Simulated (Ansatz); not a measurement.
# Liquid mixture of acetonitrile and H2O: a series in density

How do energy, pressure, forces, levels, charges and cost follow the density?

Computed with Ansatz 0.2.0: Kohn-Sham DFT, PBEsol, PAW (set soft_2). Every run is a single point, with the atoms held where the recipe put them (cutoff of the plane-wave runs 420 eV, fixed occupations).

First member: 29 acetonitrile, 10 H2O placed at random, at 0.723 g/cm³; overlaps pushed apart, then 10 ps at 450 K with MMFF94 bonds, angles, torsions, charges and radii (Halgren, J. Comput. Chem. 17, 490 (1996)) in harmonic and 12-6 forms; SPC/E water (Berendsen, Grigera and Straatsma, J. Phys. Chem. 91, 6269 (1987)). Snapshot after 20 ps at 300 K and fixed volume.

Last member: 29 acetonitrile, 10 H2O placed at random, at 0.964 g/cm³; overlaps pushed apart, then 10 ps at 450 K with MMFF94 bonds, angles, torsions, charges and radii (Halgren, J. Comput. Chem. 17, 490 (1996)) in harmonic and 12-6 forms; SPC/E water (Berendsen, Grigera and Straatsma, J. Phys. Chem. 91, 6269 (1987)). Snapshot after 20 ps at 300 K and fixed volume.

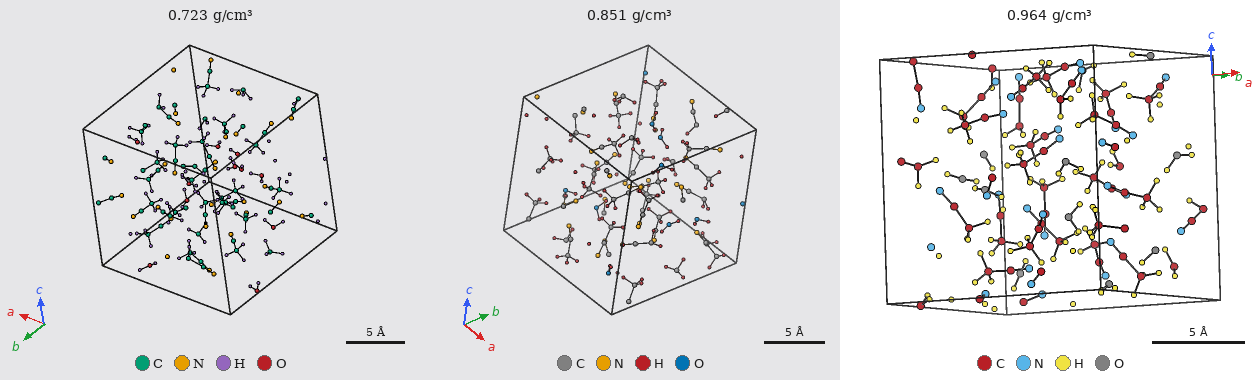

Three members of the series, labelled by density. Bonds to atoms that aren't drawn are left out. Some periodic images of atoms are drawn too.

The members:

```
density (g/cm³)  reduced formula  atoms  valence electrons  k-mesh        basis  density (g/cm³)
          0.723    H107C58N29O10    204                544   1×1×1  plane waves            0.723
          0.763    H107C58N29O10    204                544   1×1×1  plane waves            0.763
          0.803    H107C58N29O10    204                544   1×1×1  plane waves            0.803
          0.851    H107C58N29O10    204                544   1×1×1  plane waves            0.851
          0.899    H107C58N29O10    204                544   1×1×1  plane waves            0.899
          0.964    H107C58N29O10    204                544   1×1×1  plane waves            0.964
```

Each cell is one sample from a classical run, so sample-to-sample scatter enters every column; pressures lack the kinetic term, and hold the strain of bonds inside molecules, whose lengths the classical model set.

The input of the first member, without its atom lines; other members have their own cell and atoms, and may differ in mesh, basis and outputs:

```yaml
crystal:
  lattice:
    - [14.65603, 0.0, 0.0]
    - [0.0, 14.65603, 0.0]
    - [0.0, 0.0, 14.65603]
  atoms:
    [... 204 lines ...]
kpoints:
  mp_grid: { grid: [1, 1, 1] }
hamiltonian:
  xc: pbesol
scf:
  occupations: { method: fixed }
output:
  forces: true
  stress: true
  populations: true
  dos:
    method: { smearing: { sigma: 0.15 } }
    de: 0.1
    projected: { site_lists: { C: [C], H: [H], "N": ["N"], O: [O] } }
  eigenvalues: true
  write_density: true
  write_potential: true
  volumetric_format: npy
```

Results; charges are mean Löwdin charges in e:

```
density (g/cm³)  energy less the first member's (meV/atom)  pressure (GPa)  r.m.s. force (eV/Å)  gap (eV)   q(O)   q(N)   q(H)
          0.723                                        0.0          -0.141                0.923                4.45  -0.74  -0.22  +0.28
          0.763                                        1.3          -0.231                 1.02                4.55  -0.74  -0.22  +0.28
          0.803                                       -4.0          -0.162                0.897                4.29  -0.73  -0.23  +0.28
          0.851                                       -3.5          -0.519                0.961                4.29  -0.74  -0.23  +0.28
          0.899                                       -5.2           0.134                0.807                4.62  -0.73  -0.23  +0.27
          0.964                                        2.3           0.251                 1.02                3.96  -0.73  -0.23  +0.27
```

The gap is that between the highest filled and lowest empty Kohn-Sham level on the run's k-points, and semilocal functionals tend to put gaps under measured ones. Atoms aren't relaxed at this level, so pressure against density here is no equation of state. The projection misses up to 0.042 e an atom, so the charges add up to more than the cell's charge.

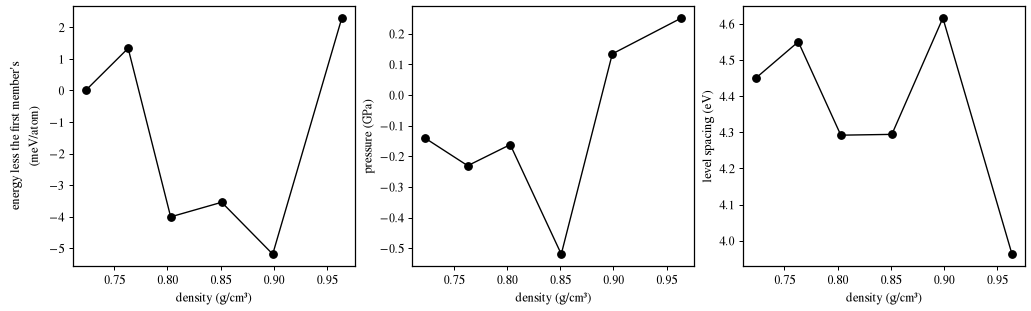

Results against density.

Cost on 8 threads of Arm Neoverse V1, shared host:

```
density (g/cm³)  atoms        basis  k-mesh  SCF cycles  time  host memory (GiB)
          0.723    204  plane waves   1×1×1          11  42 s                4.2
          0.763    204  plane waves   1×1×1          11  36 s                4.0
          0.803    204  plane waves   1×1×1          11  35 s                3.8
          0.851    204  plane waves   1×1×1          11  33 s                3.6
          0.899    204  plane waves   1×1×1          11  32 s                3.5
          0.964    204  plane waves   1×1×1          11  30 s                3.3
```

Times include the outputs that each run asked for, on hosts shared with other jobs.

**Reading.** The energy against the first member is lowest at 0.899 g/cm³ (-5.2 meV/atom) and highest at 0.964 g/cm³ (2.3 meV/atom), with no steady trend; each member is a single configuration. The gap is lowest at 0.964 g/cm³ (3.96 eV) and highest at 0.899 g/cm³ (4.62 eV), with no steady trend; in single samples it varies with the configuration. The pressure is lowest at 0.851 g/cm³ (-0.52 GPa) and highest at 0.964 g/cm³ (0.25 GPa), with no steady trend.

**Limits.** The network of contacts between molecules at the start is that of the classical potential that made the cell, and needn't be the one that DFT or experiment would give. The cells aren't relaxed by DFT, which could reorder their energies. The functional has no dispersion term, which matters between molecules.

[Logs are printed without paths, hosts, clocks, repeated set-up lines and the standing remarks that a program may print on its own settings, such as how far it seeks lower states.]

[Hosts, paths, dates, database ids (printed as entryN), source tags and the programs' standing remarks are cut or masked in the printed files.]

[The MMFF94 radii named for the starting cell were scaled by 0.96; in molecules described by MMFF94, hydrogen bound to N, O or S took a small fixed 12-6 site in their place.]
